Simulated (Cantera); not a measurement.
Input: 1 mol Si, 1.7 mol NF₃, 0.31 mol H₂, equilibrated at 100000 Pa.

These are equilibrium values from Cantera (NASA tables, ideal gas, pure condensed phases), not measurements of a reactor. Candidate condensed phases: Si, Si₃N₄; 37 gas species. Rates play no part.

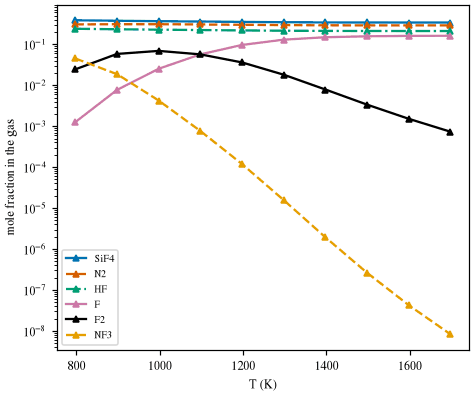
Figure: Equilibrium gas composition (values under 1e-9 drawn at 1e-9)

From 798 K to 1698 K nothing is condensed. The main Si-bearing gas is SiF₄ throughout.
